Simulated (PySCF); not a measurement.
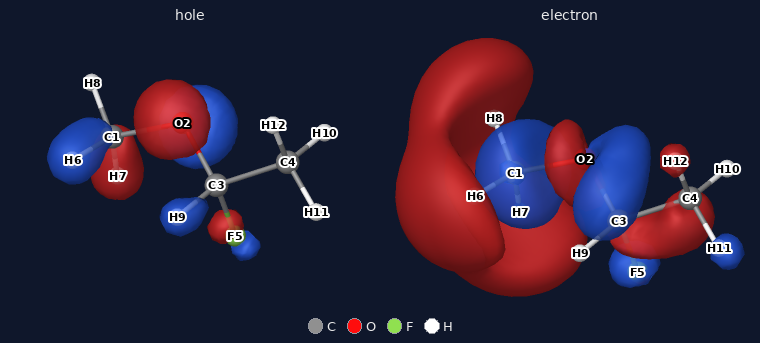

Figure 1: C₃H₇FO, SMILES `COC(C)F`. Leading natural transition orbital pair of S₂ (TDA singlet states); the surfaces enclose about 70 % of each orbital's density.

PySCF calculation, BHandHLYP/6-31G*, gas phase; geometry: GFN2-xTB. No frequency check shows the geometry to be a minimum. Without diffuse functions Rydberg states are missing, so the states' numbers hold for this basis only.

Input script:

```python
import numpy as np
from pyscf import gto, scf, dft, tdscf
from pyscf.scf import atom_ks, atom_hf
from scipy.linalg import block_diag

def solve(mol, dm0=None, hcore=None):
    mf = (dft.UKS if mol.spin else dft.RKS)(mol, xc='bhandhlyp')
    mf.grids.level = 3
    mf = mf.density_fit(auxbasis='def2-universal-jkfit')
    mf.conv_tol, mf.max_cycle = 1e-8, 80
    if hcore is not None:
        mf.get_hcore = lambda *args: hcore
    mf.kernel(dm0)
    if not mf.converged:
        mf = mf.newton().run(mf.mo_coeff, mf.mo_occ, max_cycle=30)
    assert mf.converged, 'SCF not converged'
    return mf

mol = gto.M(atom='''
C     -1.91474     0.14424     0.06252
O     -0.63125     0.62535    -0.28986
C      0.41072    -0.02920     0.31363
C      1.71786     0.66040    -0.02633
F      0.46396    -1.34485    -0.14305
H     -2.07273     0.21730     1.14456
H     -2.04435    -0.89523    -0.25071
H     -2.62813     0.77718    -0.45909
H      0.26130    -0.12734     1.40642
H      1.82300     0.70398    -1.10663
H      2.54749     0.10349     0.39872
H      1.70475     1.66878     0.37410
''', basis='6-31g*', charge=0, spin=0, verbose=4)
mf = solve(mol)
td = mf.TDA()
td.nstates, td.singlet, td.conv_tol = 6, True, 1e-5
td.kernel()
td.analyze()
x, y = np.array([p[0] for p in td.xy]), np.array([p[1] + 0 * p[0] for p in td.xy])
f, mu = td.oscillator_strength(), td.transition_dipole()
nto = [td.get_nto(state=i + 1, verbose=4) for i in range(len(td.e))]
# spherically averaged free atoms, for the promolecule
atm = atom_ks.get_atm_nrks(mol, xc='bhandhlyp')
pro = block_diag(*[(atm[a[0]][2] * atm[a[0]][3]) @ atm[a[0]][2].T for a in mol._atom])
np.savez('result.npz', e=td.e, f=f, ok=td.converged, w=[n[0] for n in nto], nto=[n[1] for n in nto], x=x, y=y, c=mf.mo_coeff, occ=mf.mo_occ, eps=mf.mo_energy, pro=pro, mu=mu)
```

Launched as:

```sh
OMP_NUM_THREADS=1 python input.py
```

The run took 84 s on 1 thread of Intel(R) Xeon(R) Platinum 8488C (Sapphire Rapids) (shared host), peak memory 0.53 GiB.

Where does the state lie, and where do hole and electron sit?

Answer. 11.08 eV (112 nm), f = 0.063; the leading pair carries 97 %; hole on O2 (58 %), C1 (12 %) and C3 (7 %), electron on C1 (24 %), H7 (17 %) and H8 (14 %); their centroids lie 0.8 Å apart. The HOMO–LUMO gap is 13.62 eV.
